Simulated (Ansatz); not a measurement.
## Electronic structure of Al2FH2 (doublet) in real space

Input

```
crystal:
  periodic: [false, false, false]
  atoms:
    - {symbol: F, position_ang: [-0.139812, -2.075680, 2.115919]}
    - {symbol: Al, position_ang: [-0.318188, -0.567257, 1.459122]}
    - {symbol: Al, position_ang: [0.149971, 0.480267, -0.859697]}
    - {symbol: H, position_ang: [-1.129714, 0.751976, -1.765640]}
    - {symbol: H, position_ang: [1.437743, 1.410694, -0.949705]}
basis:
  gaussian: {orbitals: def2-TZVPP}
magnetization: {spin_polarized: true, initial_magnetization: 1}
hamiltonian: {xc: pbe0, dispersion: d4}
output: {orbitals: {seedname: orbitals}}
```

Command:

```sh
ansatz run in.yaml --threads 2 --pin off --events-out ev --progress --plain --max-ram 4352MiB
```

Geometry: PBE0-D4/def2-TZVP.

All numbers below come from UKS PBE0-D4/def2-TZVPP (Ansatz 0.2.0).

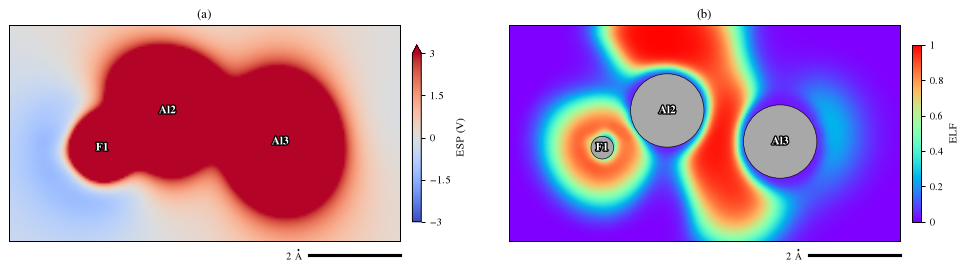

Figure 1. (a) electrostatic potential; (b) ELF on the plane of atoms F1, Al2 and Al3. Grey discs cover the atomic cores in the ELF map.

### Describe what can be read from this map.

The plane passes through F and Al nuclei.
Al–F (1.65 Å): the ELF peaks at about 0.85 in the valence shell of F, 0.6 Å from its nucleus, and is about 0.30 at the midpoint.
Al–Al (2.59 Å): the ELF peaks at about 0.95 between the atoms (a covalent bond).
The ELF also peaks beside F1, away from the bonds: non-bonding electrons, paired or unpaired.
Outside the dense part of the molecule the potential is most negative (−1.3 V) near F1.

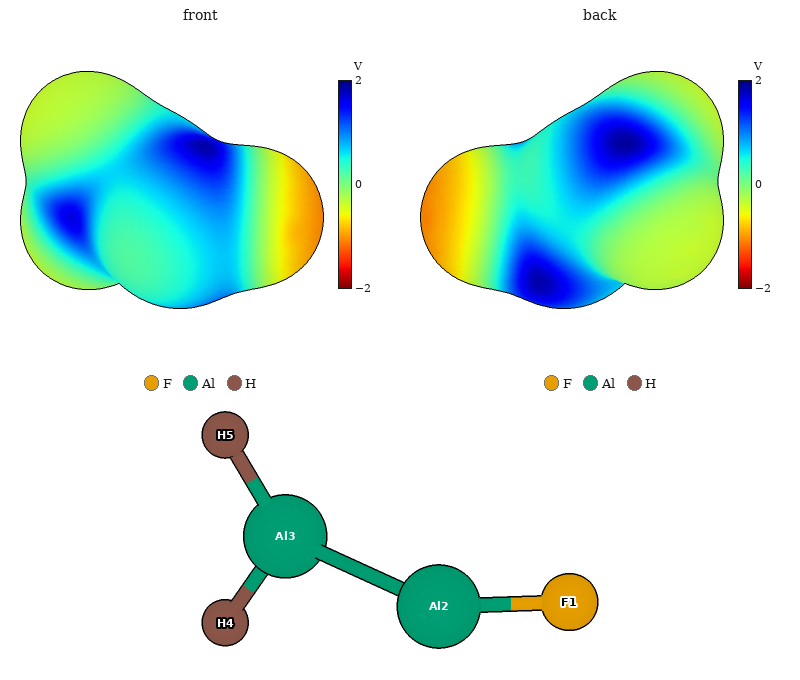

Figure 2. The molecular electrostatic potential painted on the density surface at 0.001 e/bohr³, seen from the front and from behind; red is negative and blue positive. The bare structure is drawn below in the same view.

### Which sites attract a positive test charge, and which a negative one?

A positive charge is drawn to the negative regions and a negative charge to the positive ones. The most negative region (about −1.1 V) lies over F1, the most positive (about +1.8 V) over Al2 and Al3.

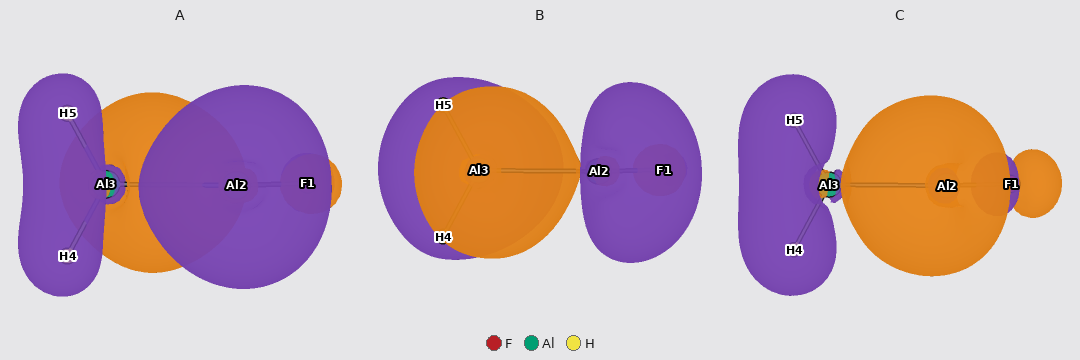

Figure 3. Three frontier orbitals at ±0.06 Å⁻³ᐟ² (orange and purple are the two phases), in no order.

### Order the three orbitals by energy and name them. All are α orbitals.

C is the HOMO−1 (α) (−8.63 eV). It lies mainly on Al2 (about 50 %), Al3 (about 25 %), H4 (about 10 %), H5 (about 10 %) and F1 (about 5 %). A is the HOMO (α) (−5.34 eV). It lies mainly on Al2 (about 55 %) and Al3 (about 40 %). B is the LUMO (α) (−2.21 eV). It lies mainly on Al3 (about 55 %) and Al2 (about 35 %).

### What is the gap between the highest occupied and lowest empty α orbitals?

3.13 eV between the orbital energies.

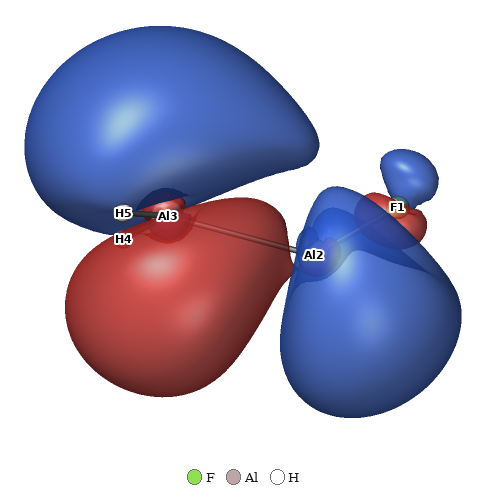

Figure 4. The LUMO (α) at ±0.04 Å⁻³ᐟ² (red and blue are the two phases), seen from one side.

### Where does this orbital lie, and at what energy?

It lies mainly on Al3 (about 55 %) and Al2 (about 35 %). Its energy is −2.21 eV.
